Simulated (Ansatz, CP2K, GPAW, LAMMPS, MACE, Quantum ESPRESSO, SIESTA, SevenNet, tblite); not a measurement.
## Running liquid (Cs,Li)Cl at 1400 K (68 atoms) with tblite

How near does tblite come to plane waves for liquid (Cs,Li)Cl at 1400 K (68 atoms)?

Method: the method is named at each step, in tblite 0.8.0.

### 1. The starting structure

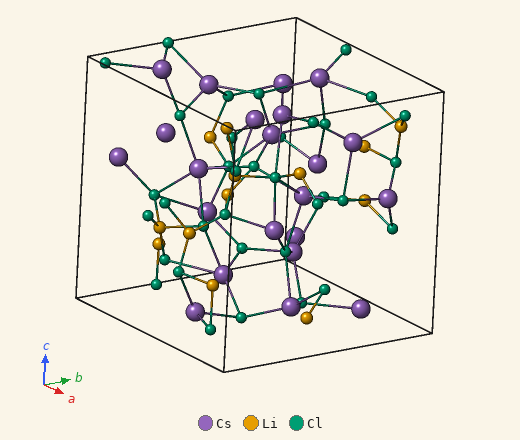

Start, viewed slightly off an axis; caesium purple, lithium orange, chlorine teal. Bonds to atoms that aren't drawn are left out. Some periodic images of atoms are drawn too.

The cell holds 68 atoms: 22 Cs, 12 Li and 34 Cl. Cell: a = 14.507 Å, b = 14.507 Å, c = 14.507 Å, α = 90.0°, β = 90.0°, γ = 90.0°. 68 atoms (22 Cs, 12 Li, 34 Cl) placed at random at 2.29 g/cm³, melted at 1800 K for 10 ps at fixed volume with the Lennard-Jones and Coulomb ion parameters for SPC/E (Joung and Cheatham, J. Phys. Chem. B 112, 9020 (2008)), full charges. Snapshot at the end of a hold of 20 ps at 1400 K and fixed volume.

The yardstick, on the same geometry:

```
method                                           : Kohn-Sham DFT, PBE, PAW, plane waves (Ansatz 0.2.0); cutoff 420 eV, Γ point, fermi-dirac smearing of 0.05 eV; PAW set soft_2
r.m.s. force component                           : 0.5346 eV/Å
longest force                                    : 1.936 eV/Å
pressure                                         : 1.098 GPa
gap (highest filled to lowest empty level) : 2.945 eV
SCF cycles                                       : 8
time                                             : 13 s on 8 threads of Arm Neoverse V2, shared host
CPU time                                         : 1.7 min
```

### 2. GFN1-xTB

Method: GFN1-xTB tight binding, diagonalisation.

The input, run.py:

```python
import numpy as np
from ase.io import read
from tblite.ase import TBLite

atoms = read("structure.xyz")
atoms.calc = TBLite(method="GFN1-xTB", electronic_temperature=580, accuracy=1.0, max_iterations=250, mixer_damping=0.4, verbosity=1)
energy = atoms.get_potential_energy()
forces = atoms.get_forces()
print(f"energy {energy:.6f} eV")
print("forces (eV/A)")
for i, (a, f) in enumerate(zip(atoms, forces)):
    print(f"{i:4d} {a.symbol:2s} {f[0]:10.5f} {f[1]:10.5f} {f[2]:10.5f}")
stress = -atoms.get_stress(voigt=False) * 160.21766
print("stress (GPa, compression positive)")
for row in stress:
    print(" ".join(f"{x:10.4f}" for x in row))
print("charges (e)")
print(np.array2string(atoms.get_charges(), precision=4, suppress_small=True, max_line_width=110, threshold=100000))
```

The input, structure.xyz:

```xyz
68
Lattice="14.50730 0.00000 0.00000 0.00000 14.50730 0.00000 0.00000 0.00000 14.50730" Properties=species:S:1:pos:R:3 pbc="T T T"
Cs 8.04241 2.53152 1.23820
Cs 5.90549 1.41548 11.51270
Cs 12.38271 9.84639 11.56464
Cs 2.23514 6.96408 12.38387
Cs 3.63205 5.50813 8.00339
Cs 8.72861 7.46995 12.48339
Cs 4.67701 9.76893 9.68261
Cs 0.11910 2.41430 8.12119
Cs 11.82316 3.29736 13.82067
Cs 1.52747 12.69099 11.30931
Cs 11.16366 11.86509 0.87247
Cs 10.85784 7.17371 1.65876
Cs 6.28848 11.75918 13.24952
Cs 9.33081 8.79404 7.59486
Cs 12.65399 12.29116 7.88573
Cs 10.91993 5.69499 6.49782
Cs 5.76390 6.04635 2.20511
Cs 2.05641 7.42629 4.62275
Cs 4.15068 13.46234 7.16356
Cs 2.03595 13.71303 2.10646
Cs 2.46494 3.45970 13.93687
Cs 7.18097 9.81361 3.39543
Li 11.53330 13.78745 11.62920
Li 0.45263 8.54494 8.42149
Li 12.59843 6.06608 10.36822
Li 13.14623 0.38691 14.17523
Li 10.72220 1.70040 3.79206
Li 8.27235 13.66588 9.44889
Li 3.11254 3.35917 4.66569
Li 8.01325 1.87376 6.06057
Li 14.46740 5.66684 2.33727
Li 6.91142 5.24120 7.49128
Li 9.36316 3.87490 9.60456
Li 9.07519 13.29797 6.50304
Cl 4.85197 8.59180 12.37763
Cl 4.15300 1.73348 5.95336
Cl 7.79883 11.33165 6.64492
Cl 11.24664 13.74552 5.40861
Cl 14.37021 6.11410 9.08563
Cl 13.16741 1.13563 11.48717
Cl 8.49925 5.44590 0.56622
Cl 5.12369 4.95105 5.10381
Cl 1.37979 12.80400 8.04473
Cl 0.93964 0.56332 14.32045
Cl 9.54725 13.06905 12.91498
Cl 5.52786 12.84433 10.08489
Cl 2.70909 8.29020 7.41657
Cl 11.40694 1.19134 1.42143
Cl 10.79053 14.08847 9.19763
Cl 6.52277 7.26758 8.74224
Cl 10.18137 6.11758 9.37969
Cl 3.95498 8.59021 2.83212
Cl 3.04117 4.45157 11.18078
Cl 0.26926 5.40469 0.03409
Cl 9.23854 7.78143 4.37119
Cl 11.71827 7.46995 12.95154
[... 8 atom lines left out ...]
Cl 13.28477 12.75163 12.97896
Cl 8.37666 0.98243 3.99255
Cl 2.63017 4.16983 2.44840
Cl 0.64833 9.52956 10.79619
```

The run is started by

```console
> OMP_NUM_THREADS=1 python run.py > output.txt
```

Output:

```text
------------------------------------------------------------
  cycle        total energy    energy error   density error
------------------------------------------------------------
      1     -159.2013779744  -1.5909914E+02   5.8133995E-01
      2     -138.5101725629   2.0691205E+01   3.6423424E-01
      3      8994.817446646   9.1333276E+03   2.9993356E+00
      4     -156.3551924119  -9.1511726E+03   9.1328617E-02
      5     -155.6132481983   7.4194421E-01   7.6197714E-02
      6     -157.7998250026  -2.1865768E+00   4.8397156E-02
      7     -158.6755863251  -8.7576132E-01   3.9765877E-02
      8     -159.6539862688  -9.7839994E-01   1.9647226E-02
      9     -159.8134650784  -1.5947881E-01   1.2920807E-02
     10     -159.9513425469  -1.3787747E-01   8.8721617E-04
     11     -159.9516810275  -3.3848061E-04   6.0037630E-04
     12     -159.9517913387  -1.1031123E-04   5.0126873E-04
     13     -159.9519485748  -1.5723604E-04   7.4373219E-05
     14     -159.9519516398  -3.0650262E-06   4.6755457E-05
     15     -159.9519535696  -1.9297731E-06   7.0249838E-06
     16     -159.9519536022  -3.2604305E-08   2.6885227E-06
------------------------------------------------------------
 total:                                   1.936 sec
energy -4352.514355 eV
forces (eV/A)
   0 Cs   -0.09756   -0.19900   -0.17442
   1 Cs    0.05271    0.06684   -0.08361
   2 Cs   -0.12190    0.34576   -0.19549
   3 Cs   -0.28662    1.03239   -0.37838
   4 Cs   -0.24550   -0.13853    0.14216
   5 Cs   -0.35650   -0.10236   -0.12385
   6 Cs   -0.20488   -0.01803   -0.27303
   7 Cs    0.11454   -0.05280    0.20798
   8 Cs    0.11758    0.60172   -0.23954
   9 Cs    0.06454    0.07975   -0.00767
  10 Cs   -0.09230   -0.05451    0.04591
  11 Cs    0.08647    0.04110    0.01971
  12 Cs    0.24018   -0.56870   -0.06503
  13 Cs   -0.91416    1.68221    0.57630
  14 Cs    0.30734   -0.23468   -0.02086
  15 Cs    1.32382   -1.32534   -0.83149
  16 Cs   -0.08175    0.10865   -0.06297
  17 Cs   -0.22185   -0.31350    0.06814
  18 Cs    0.29470   -0.15862    0.05565
  19 Cs    0.27175   -0.07732    0.17314
  20 Cs    0.10375   -0.93068    0.35260
  21 Cs   -0.13469    0.05437    0.17552
  22 Li    0.09970    0.15147   -0.02898
  23 Li    0.08576   -0.13680    0.32937
[...]
60 Cl    0.01994    0.33536   -0.33940
  61 Cl   -0.32384   -0.10188   -0.72162
  62 Cl    0.04867   -0.29164   -0.25020
  63 Cl    0.37069    0.04931   -0.32525
  64 Cl   -0.43878   -0.11051    0.26411
  65 Cl    0.49087    0.33436    0.34938
  66 Cl   -0.16009   -0.06967    0.33549
  67 Cl    0.39483   -0.06768   -0.32279
stress (GPa, compression positive)
   -2.5872    -0.1693     0.0513
   -0.1693    -1.7782    -0.1871
    0.0513    -0.1871    -2.4138
charges (e)
[ 0.8237  0.816   0.8023  0.8054  0.7934  0.8127  0.8084  0.8092  0.7973  0.8134  0.8179  0.804   0.8155
  0.8227  0.8118  0.8121  0.8028  0.7885  0.8248  0.8391  0.8117  0.8182  0.4691  0.5     0.4873  0.4756
  0.494   0.4795  0.4642  0.4472  0.4833  0.4857  0.4646  0.4689 -0.8141 -0.6971 -0.6661 -0.6629 -0.5532
 -0.6562 -0.8105 -0.6428 -0.8214 -0.7099 -0.6992 -0.7433 -0.7075 -0.6186 -0.6071 -0.6606 -0.6082 -0.8303
 -0.8196 -0.6666 -0.8071 -0.7498 -0.717  -0.8274 -0.5256 -0.6902 -0.7949 -0.6663 -0.7221 -0.5125 -0.6334
 -0.565  -0.6418 -0.722 ]
```

Wall time 2.4 s (1 thread of Arm Neoverse V2, shared host); peak memory 0.17 GiB.

Banners, paths, timers and routine set-up lines are dropped from the logs unmarked, and long logs keep their key lines alone; longer cuts are marked.

Against the reference:

* r.m.s. force component: 0.3556 eV/Å
* r.m.s. difference of force components: 354.9 meV/Å
* longest difference of force vectors: 1971 meV/Å
* force difference over r.m.s. force: 66.39 %
* slope of forces against the reference's: 0.5009
* correlation of force components: 0.753
* pressure: -2.26 GPa
* pressure difference: -3.358 GPa

Length of the force difference by element (eV/Å):

| element | atoms | mean | most |
| --- | --- | --- | --- |
| Cl | 34 | 0.45 | 1.1 |
| Cs | 22 | 0.68 | 2.0 |
| Li | 12 | 0.20 | 0.38 |

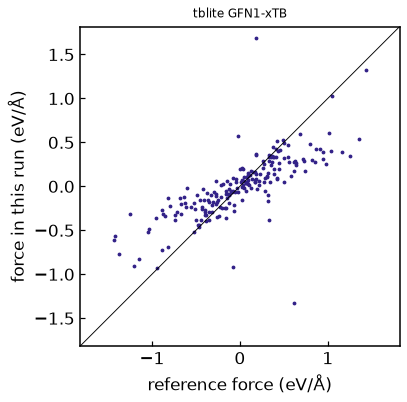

Force components against those of the reference; the line marks equality.

The surroundings of Cs16, which bears the longest force, nearest first, numbered as they follow in the input and with coordinates relative to it.

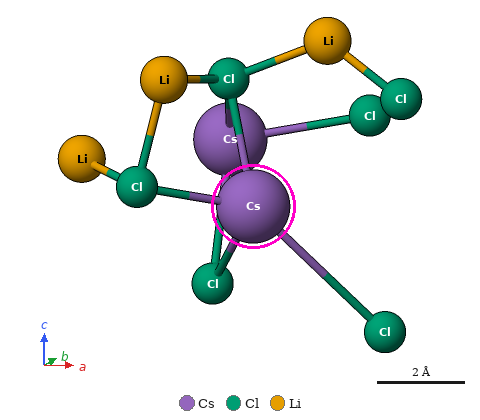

The atoms of the table, within 4.4 Å (arrows a, b, c point along x, y, z); some may hide others; the central atom is ringed.

| atom | x | y | z | distance (Å) | bonds | Mulliken charge (e) | Fx | Fy | Fz (eV/Å) |
| --- | --- | --- | --- | --- | --- | --- | --- | --- | --- |
| Cs16 | 0.00 | 0.00 | 0.00 | 0.00 | 3 | 0.81 | 1.32 | -1.33 | -0.83 |
| Cl59 | -2.18 | -1.92 | 0.61 | 2.97 | 4 | -0.53 | -0.38 | -0.16 | 0.32 |
| Cl51 | -0.74 | 0.42 | 2.88 | 3.00 | 5 | -0.61 | 0.29 | -0.38 | 0.39 |
| Cl55 | -1.68 | 2.09 | -2.13 | 3.42 | 4 | -0.81 | 0.05 | -0.25 | 0.28 |
| Cs14 | -1.59 | 3.10 | 1.10 | 3.65 | 5 | 0.82 | -0.91 | 1.68 | 0.58 |
| Li33 | -1.56 | -1.82 | 3.11 | 3.92 | 3 | 0.46 | 0.09 | 0.35 | 0.24 |
| Li32 | -4.01 | -0.45 | 0.99 | 4.15 | 2 | 0.49 | 0.03 | 0.41 | -0.29 |
| Li25 | 1.68 | 0.37 | 3.87 | 4.23 | 2 | 0.49 | -0.27 | 0.45 | 0.02 |
| Cl57 | 1.66 | 3.50 | 1.74 | 4.25 | 4 | -0.72 | 0.07 | -0.16 | -0.06 |
| Cl39 | 3.45 | 0.42 | 2.59 | 4.33 | 4 | -0.55 | -0.21 | 0.01 | 0.15 |
| Cl60 | 2.58 | 1.84 | -3.04 | 4.40 | 3 | -0.69 | 0.13 | -0.52 | -0.25 |

Atoms are counted from 1 here, from 0 in the log.

Forces lie 66 % from the reference's, at 0.024 times its CPU time (on 1 against 8 cores).

### 3. Outcome

```json
{
 "force difference from the reference": "tblite GFN1-xTB, 66 %",
 "its CPU time": "2.4 s"
}
```

In words: Tight binding differs by 66 % (tblite GFN1-xTB); it is another model, with fitted parameters of its own, and the xTB methods hold dispersion. One electronic-structure run takes under half the reference's CPU time: tblite GFN1-xTB, at 66 % in 2.4 s against 1.7 min, too far off to be of use; its pressure misses by -3.4 GPa. Periodic xTB results under one method name differ between programs and library versions. The frame stands for 1400 K, but pressures are static and levels are smeared at 580 K. The network of bonds at the start is that of the classical potential that made the cell, and needn't be the one that DFT or experiment would give. The ion parameters were fitted for water, not for melts, so the starting structure of this cell may lie well off the real melt's. The electronic-structure runs sample only Γ, in a cell whose shortest periodic width is 15 Å. Spin–orbit coupling is left out, which matters for the levels of the heavy elements.

[Also dropped from logs without a mark: logging warnings of Python, and SIESTA's first energy breakdown and zero terms.]

[Logs are printed without paths, hosts, clocks, repeated set-up lines and the standing remarks that a program may print on its own settings, such as how far it seeks lower states.]

[Hosts, paths, dates, database ids (printed as entryN), source tags and the programs' standing remarks are cut or masked in the printed files.]
